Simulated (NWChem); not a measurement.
# PbS (SMILES [S][Pb]): levels of theory compared

Wanted: a comparison of 6 runs (CAM-B3LYP/def2-TZVPP, M06-2X/def2-TZVPP, M06-L/def2-TZVPP, PBE/def2-TZVPP, r2SCAN/def2-TZVPP, wB97X/def2-TZVPP) of PbS. 

The calculation is run with NWChem 7.3.0.

2 further runs of the same task are left out: 2 that didn't finish.

## Step 1: The molecule

The species is PbS (2 atoms), meant as a singlet with charge 0. SMILES: `[S][Pb]`. The S1–Pb2 distance was set to 2.630 Å, away from the relaxed value.

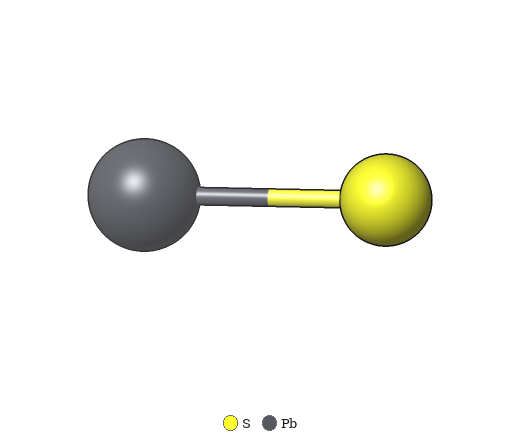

The structure, seen from a chosen angle (sulfur yellow, lead dark grey).

## Step 2: A single-point energy at CAM-B3LYP/def2-TZVPP (core potential) (run 1)

Contents of job.xyz:

```xyz
2
PbS
S      0.000000     0.000000    -0.343037
Pb     0.000000     0.000000     2.286863
```

Contents of run.py:

```python
from ase.io import read
from ase.calculators.nwchem import NWChem

atoms = read('job.xyz')

calc = NWChem(
    label='job',
    theory='dft',
    memory='2200 mb',
    basis='def2-TZVPP',
    basispar='spherical bse',
    dft={'xc': 'xcamb88 1.00 lyp 0.81 vwn_5 0.19 hfexch 1.00', 'cam': '0.33 cam_alpha 0.19 cam_beta 0.46', 'mult': '1', 'grid': 'fine', 'convergence': 'energy 1e-08', 'direct': None, 'iterations': '100', 'mulliken': None},
    task='energy',
    **{'ecp bse': {'Pb library': 'def2-TZVPP'}},
)
atoms.calc = calc

print("Total energy (eV):", round(atoms.get_potential_energy(), 6))
print("dipole (e A):", atoms.get_dipole_moment().round(4))
```

The run is started by

```
export ASE_NWCHEM_COMMAND="nwchem PREFIX.nwi > PREFIX.nwo"
python run.py
```

Standard output:

```text
Total energy (eV): -16083.585705
dipole (e A): [0.     0.     1.2546]
```

The calculator wrote job.nwi:

```
title "job"

permanent_dir job

scratch_dir job

start job

geometry units angstrom nocenter noautosym noautoz
  S  0.0000000000000000e+00 0.0000000000000000e+00 -3.4303699999999998e-01
  Pb 0.0000000000000000e+00 0.0000000000000000e+00 2.2868629999999999e+00
end

memory 2200 mb

basis spherical bse noprint
   * library def2-TZVPP
end

dft
  xc xcamb88 1.00 lyp 0.81 vwn_5 0.19 hfexch 1.00
  cam 0.33 cam_alpha 0.19 cam_beta 0.46
  mult 1
  grid fine
  convergence energy 1e-08
  direct
  iterations 100
  mulliken
end
ecp bse
  Pb library def2-TZVPP
end

task dft energy
```

job.nwo:

```text
Northwest Computational Chemistry Package (NWChem) 7.3.0
             --------------------------------------------------------

           Job information
           ---------------

    nwchem branch   = 7.3.0
    use scalapack   = T
    input           = job.nwi
    prefix          = job.
    data base       = job/job.db
    status          = startup
    nproc           =        1

           Memory information
           ------------------

[... 5 lines left out ...]
    hardfail = no
[... 95 lines left out ...]
          Convergence on energy requested:  1.00D-08
[... 30 lines left out ...]
          Convergence Information
[... 30 lines left out ...]
 1-e energy   =   -1026.646330
[... 40 lines left out ...]
      One electron energy =    -1027.727481235645
[... 8 lines left out ...]
                       DFT Final Molecular Orbital Analysis
[... 685 lines left out ...]
     Multipole analysis of the density
     ---------------------------------

     L   x y z        total         alpha         beta         nuclear
     -   - - -        -----         -----         ----         -------
     0   0 0 0      0.000000    -19.000000    -19.000000     38.000000

     1   1 0 0      0.000000      0.000000      0.000000      0.000000
[... 8 lines of this table left out ...]
     2   0 0 2    -20.506454   -219.048219   -219.048219    417.589985

 Task  times  cpu:      129.3s     wall:      129.3s
 Total times  cpu:      129.3s     wall:      129.3s
```

Run time: 2.2 min. Hardware: 1 thread of AMD EPYC, shared host; peak memory 0.13 GiB.

## Step 3: A single-point energy at M06-2X/def2-TZVPP (core potential) (run 2)

Contents of run.py:

```python
from ase import Atoms
from ase.calculators.nwchem import NWChem

molecule = Atoms('SPb', positions=[
    [0.000000, 0.000000, -0.343037],
    [0.000000, 0.000000, 2.286863],
])

calc = NWChem(
    label='m1',
    theory='dft',
    memory='2200 mb',
    basis='def2-TZVPP',
    basispar='spherical bse',
    dft={'xc': 'm06-2x', 'mult': '1', 'grid': 'fine', 'convergence': 'energy 1e-08', 'iterations': '100', 'mulliken': None},
    task='energy',
    **{'ecp bse': {'Pb library': 'def2-TZVPP'}},
)
molecule.calc = calc

print(f"energy = {molecule.get_potential_energy():.6f} eV")
print("dipole (e A):", molecule.get_dipole_moment().round(4))
```

The run is started by

```
export ASE_NWCHEM_COMMAND="nwchem PREFIX.nwi > PREFIX.nwo"
python run.py
```

Standard output:

```text
energy = -16080.315360 eV
dipole (e A): [0.     0.     1.3567]
```

The calculator wrote m1.nwi:

```
title "m1"

permanent_dir m1

scratch_dir m1

start m1

geometry units angstrom nocenter noautosym noautoz
  S  0.0000000000000000e+00 0.0000000000000000e+00 -3.4303699999999998e-01
  Pb 0.0000000000000000e+00 0.0000000000000000e+00 2.2868629999999999e+00
end

memory 2200 mb

basis spherical bse noprint
   * library def2-TZVPP
end

dft
  xc m06-2x
  mult 1
  grid fine
  convergence energy 1e-08
  iterations 100
  mulliken
end
ecp bse
  Pb library def2-TZVPP
end

task dft energy
```

m1.nwo:

```text
Northwest Computational Chemistry Package (NWChem) 7.3.0
             --------------------------------------------------------

           Job information
           ---------------

    nwchem branch   = 7.3.0
    use scalapack   = T
    input           = m1.nwi
    prefix          = m1.
    data base       = m1/m1.db
    status          = startup
    nproc           =        1

           Memory information
           ------------------

[... 5 lines left out ...]
    hardfail = no
[... 93 lines left out ...]
          Convergence on energy requested:  1.00D-08
[... 23 lines left out ...]
          Convergence Information
[... 30 lines left out ...]
 1-e energy   =   -1026.646330
[... 39 lines left out ...]
      One electron energy =    -1027.740883059110
[... 8 lines left out ...]
                       DFT Final Molecular Orbital Analysis
[... 683 lines left out ...]
     Multipole analysis of the density
     ---------------------------------

     L   x y z        total         alpha         beta         nuclear
     -   - - -        -----         -----         ----         -------
     0   0 0 0     -0.000000    -19.000000    -19.000000     38.000000

     1   1 0 0      0.000000      0.000000      0.000000      0.000000
[... 8 lines of this table left out ...]
     2   0 0 2    -19.757011   -218.673498   -218.673498    417.589985

 Task  times  cpu:       51.8s     wall:       51.8s
 Total times  cpu:       51.9s     wall:       51.9s
```

Wall time 54 s (1 thread of AMD EPYC, shared host); peak memory 0.11 GiB.

Runs 3 to 5 aren't shown in full; the table further down has their settings and results.

## Step 4: A single-point energy at wB97X/def2-TZVPP (core potential) (run 6)

Contents of work.nw:

```
start work
memory total 2200 mb

geometry units angstrom noautosym nocenter noautoz
   S      0.000000     0.000000    -0.343037
   Pb     0.000000     0.000000     2.286863
end

basis "ao basis" spherical bse
   * library def2-TZVPP
end

ecp bse
   Pb library def2-TZVPP
end

dft
   xc wb97x
   mult 1
   grid fine
   convergence energy 1e-08
   iterations 100
   mulliken
end

task dft energy
```

The run is started by

```
nwchem work.nw > work.out
```

Standard output:

```text
[...]
          Wavefunction type:  closed shell.
          No. of atoms     :     2
          No. of electrons :    38
[...]
          Charge           :     0
          Spin multiplicity:     1
[...]
          AO basis - number of functions:    92
[...]
              XC Information
              --------------
                       wb97x  Method XC Functional
                     Hartree-Fock (Exact) Exchange  1.000
                         wb97x Exchange Functional  1.000
                      wb97x Correlation Functional  1.000
[...]
 d= 0,ls=0.0,diis     1   -590.9318807875 -6.62D+02  2.75D-02  1.10D+00    15.7
[...]
 d= 0,ls=0.0,diis    12   -591.1094009978 -4.00D-09  7.03D-07  1.44D-09   156.0
         Total DFT energy =     -591.109400997812
      One electron energy =    -1027.759496464451
           Coulomb energy =      407.500852493299
    Exchange-Corr. energy =      -41.678694076697
 Nuclear repulsion energy =       70.827937050038
[...]
      Total Density - Mulliken Population Analysis
     ---------------------------------------------
    Atom       Charge   Shell Charges
 -----------   ------   -------------------------------------------------------
    1 S   16    16.54   2.01  0.47  1.49  1.11  0.84  4.18  1.67  0.91  2.22  1.62  0.00  0.00  0.02  0.00
    2 Pb  22    21.46   0.07 -0.61  1.89  0.68  1.20  0.71 -0.63  6.60  0.41  0.82  0.23  9.03  0.93  0.11  0.00  0.01
[...]
```

Wall time 2.6 min (1 thread of AMD EPYC, shared host); peak memory 0.13 GiB.

## Step 5: Overview of the runs

| run | level | energy (Eh) | dipole moment (D) | HOMO energy (eV) | LUMO energy (eV) | wall time |
| --- | --- | --- | --- | --- | --- | --- |
| 1 | CAM-B3LYP/def2-TZVPP (core potential) | -591.060878 | 6.03 | -7.41 | -2.19 | 2.2 min |
| 2 | M06-2X/def2-TZVPP (core potential) | -590.940695 | 6.52 | -7.07 | -2.24 | 54 s |
| 3 | M06-L/def2-TZVPP (core potential) | -591.212755 | 5.70 | -5.51 | -3.46 | 61 s |
| 4 | PBE/def2-TZVPP (core potential) | -590.965125 | 5.11 | -5.47 | -3.59 | 56 s |
| 5 | r2SCAN/def2-TZVPP (core potential) | -591.156490 | 5.47 | -5.65 | -3.52 | 46 s |
| 6 | wB97X/def2-TZVPP (core potential) | -591.109401 | 6.43 | -8.31 | -1.37 | 2.6 min |

## Step 6: Outcome

| quantity | value |
| --- | --- |
| run 6: total energy | -591.10940 Eh |
| run 6: dipole moment | 6.43 D |
| run 6: HOMO energy | -8.31 eV |
| run 6: LUMO energy | -1.37 eV |
| run 6: HOMO–LUMO gap | 6.94 eV |

**Reading.** The dipole moment (its size) runs from 5.11 D (PBE/def2-TZVPP) to 6.52 D (M06-2X/def2-TZVPP). The HOMO–LUMO gap runs from 1.89 eV (PBE/def2-TZVPP) to 6.94 eV (wB97X/def2-TZVPP). Totals of different functionals can't be ranked against each other. All runs together took 8.4 min, the longest 2.6 min.
